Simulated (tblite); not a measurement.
# C10H2F20: the cost of one run

Programs: tblite 0.8.0 and PySCF 2.14.0, with routines of our own; each step states its level. All values are computed. Atoms count from 0.

## Step 1: The system as given

32 atoms, charge 0, multiplicity 1; geometry from: force field, distance geometry or constructed start.

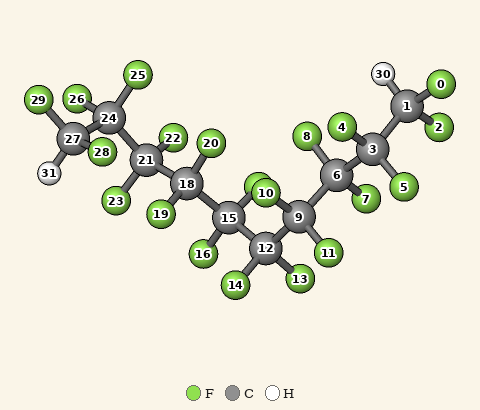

The starting geometry (fluorine green, carbon grey, hydrogen white).

## Step 2: Geometry optimisation with GFN2-xTB

Job settings and geometry (Å):

```
{"job": {"kind": "relax", "xc": "GFN2-xTB", "basis": "xTB"}, "charge": 0, "multiplicity": 1}
F      4.980700     1.621600    -2.113700
C      4.036700     0.676500    -1.848200
F      4.705700    -0.512200    -1.805100
C      3.354000     0.971700    -0.525500
F      2.725500     2.172800    -0.597200
F      4.270100     1.079000     0.472500
C      2.347400    -0.119100    -0.207800
F      2.960800    -1.327600    -0.110900
F      1.476900    -0.229300    -1.246700
C      1.581900     0.175500     1.075000
F      0.872100     1.327800     0.943900
F      2.469400     0.414800     2.086000
C      0.657900    -0.948200     1.526400
F      1.430800    -2.037700     1.844100
F      0.072100    -0.570200     2.703400
C     -0.436800    -1.409900     0.576600
F     -1.130200    -2.414100     1.186400
F      0.120700    -1.990200    -0.529100
C     -1.407300    -0.312800     0.167600
F     -1.856300     0.320400     1.280100
F     -0.758900     0.623500    -0.572000
C     -2.581800    -0.874300    -0.617600
F     -2.112000    -1.705400    -1.588600
F     -3.349300    -1.661900     0.198500
C     -3.465800     0.172500    -1.271400
F     -2.757500     0.883400    -2.183100
F     -4.435100    -0.477000    -1.992100
C     -4.148700     1.102300    -0.287700
F     -3.247100     1.898200     0.334300
F     -4.988700     1.946100    -0.941900
H      3.338300     0.659800    -2.678200
H     -4.734900     0.562800     0.460800
```

Run with:

```sh
$ OMP_NUM_THREADS=2 python large_run.py task.json out
```

One launch serves the whole session: the jobs run in the order shown.

Q: Estimate the wall time and peak memory of this first job on 2 threads of Arm Neoverse V1, shared host.

About 2.4 s, with a peak of 0.18 GiB.
